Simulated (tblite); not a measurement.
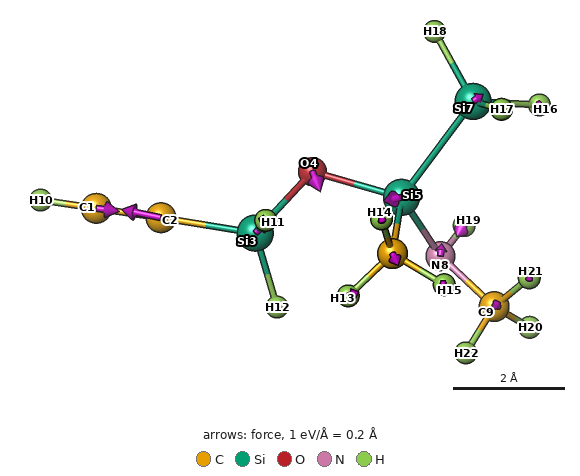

Starting geometry of C4H13NOSi3 with the computed forces as purple arrows. Style: ball-and-stick. Shown at a tilt.

Computed with GFN2-xTB geometry optimisation, gas phase (tblite). 

**What follows when this structure is relaxed?**

It isn't relaxed: the largest force vector, on a C atom, is 3.93 eV/Å. The final displacements have little in common with the starting forces (cosine between the two patterns 0.20). The atom that moves furthest after the best rigid fit is an H atom (3.38 Å). By element the largest moves are H 3.38 Å, C 2.32 Å, O 2.02 Å, Si 1.01 Å, N 0.92 Å. Some distances before and after: C–Si 2.796 → 4.402 Å, Si–Si 2.739 → 3.171 Å, Si–Si 2.218 → 2.314 Å, O–Si 1.730 → 1.636 Å. Among the angles between lasting bonds that change: Si–O–Si 105.8° → 154.6°, Si–N–C 110.8° → 123.0°, C–Si–Si 106.6° → 114.2°. Groups turn about O–Si by about 145°, O–Si by about 140°, Si–Si by about 35°. The energy falls by 38.7 kcal/mol in 222 geometry steps. The run took 4.6 s on 1 thread of Arm Neoverse N1 (shared host).
